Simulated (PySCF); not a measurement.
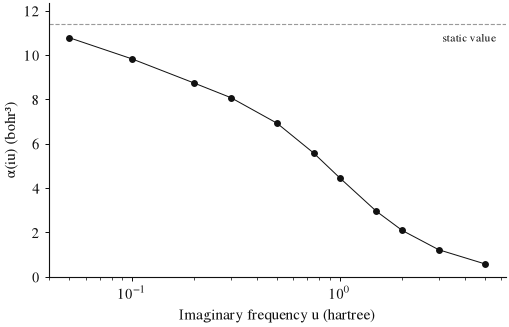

Dipole polarisability at imaginary frequency of an atom or ion with 57 electrons in the configuration [Xe] 4f³. Coupled response at the HF level; PySCF, ANO-RCC-VTZP, spin-free X2C-1e, unrestricted single determinants, no spin-orbit coupling.

### Which species is it, and what does the curve give?

Pr III (Pr²⁺). The static dipole polarisability is 11.4 bohr³; α(iu) falls to half of it near u = 0.72 hartree. The Casimir–Polder integral gives C₆ = 65.9 hartree bohr⁶ for two such species.

Note: determinant is not a pure L term; basis without added diffuse functions.
